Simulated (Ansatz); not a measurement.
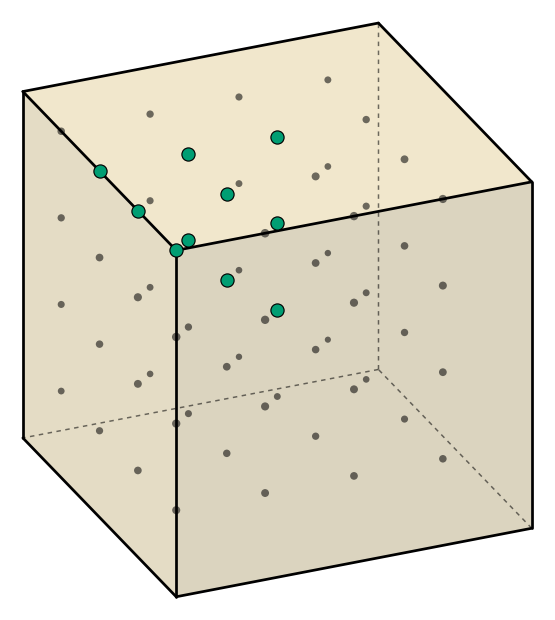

The Γ-centred 4×4×4 k-point mesh of a calculation on TlHgBr3 (Ansatz, DFT, PBE, plane waves, PAW), folded into the first Brillouin zone of the 5-atom cell that was run; each point of the zone's surface is drawn once. One point of each star is marked in colour. Space group Pm-3m. The structure was generated and need not be a known form of this composition.

```xyz
5
Lattice="5.0517 0.0000 0.0000 0.0000 5.0517 0.0000 0.0000 0.0000 5.0517" Properties=species:S:1:pos:R:3 pbc="T T T"
Tl    0.0000    0.0000    0.0000
Hg    2.5258    2.5258    2.5258
Br    2.5258    2.5258    0.0000
Br    2.5258    0.0000    2.5258
Br    0.0000    2.5258    2.5258
```

### To how many irreducible points do the crystal's point group and time reversal reduce the mesh (magnetic order left aside)?

10 of 64.

### List one member of each star with its weight, in the reciprocal vectors of this cell.

| k₁ | k₂ | k₃ | weight |
| --- | --- | --- | --- |
| 0 | 0 | 0 | 1 |
| 0 | 0 | 1/4 | 6 |
| 1/4 | 0 | 1/4 | 12 |
| 1/4 | 1/4 | 1/4 | 8 |
| 0 | 0 | 1/2 | 3 |
| 1/4 | 0 | 1/2 | 12 |
| 1/4 | 1/4 | 1/2 | 12 |
| 1/2 | 0 | 1/2 | 3 |
| 1/2 | 1/4 | 1/2 | 6 |
| 1/2 | 1/2 | 1/2 | 1 |

### How fine is the mesh?

Spacing |bᵢ|/nᵢ = 0.311, 0.311, 0.311 1/Å (2π included).
